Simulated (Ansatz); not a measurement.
Cost and result by functional for the adsorption energy of CH3 on the 1x1 (110) surface of bcc Ta, one in a 2x2 cell, started at the site 'bridge Ta-Ta (span 3.3 Å)', in Ansatz (plane waves, PAW). Single points on the PBE structure, on one kind of machine; costs are rough ratios of the slab run's core time (references not counted) to the cheapest single point. r2SCAN's cost holds its higher cutoff (500 against 420 eV). Differences are taken against r2SCAN for comparison alone: no measured value is at hand, so the table doesn't rank accuracy.

Slab: 20 atoms, 6.8 Å thick at the start under the adsorbate (thin: gaps and levels are the slab's own); k 5x5x1, smearing 0.1 eV, dipole-corrected; 8 atoms held, the rest relaxed; no symmetry held; no spin, no spin-orbit, no U, no dispersion correction. At the end it is bonded to 3 Ta. In PBE it is, or lies within 0.03 eV of, the lowest of the starts that converged. These notes are the PBE run's. Adsorption energies are against CH4(g) − ½ H2(g). A negative adsorption energy means that the adsorbate is more stable on the surface than in its reference.

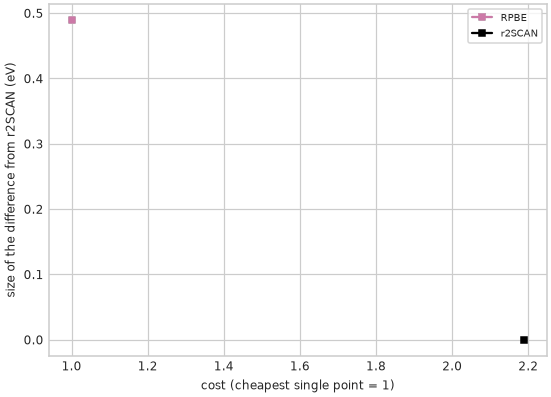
*Difference from r2SCAN against cost*

```
functional                     relative cost  adsorption energy (eV)  less r2SCAN (eV)
-----------------------------  -------------  ----------------------  ----------------
RPBE                                       1                    0.19              0.49
r2SCAN                                     2                   -0.30              0.00
PBE (the relaxed run's value)              –                   -0.07              0.23
```

The values span 0.49 eV, while the single points' costs differ by a factor of roughly 2. Differences are of unrounded values.

Ansatz is a program for electronic structure.
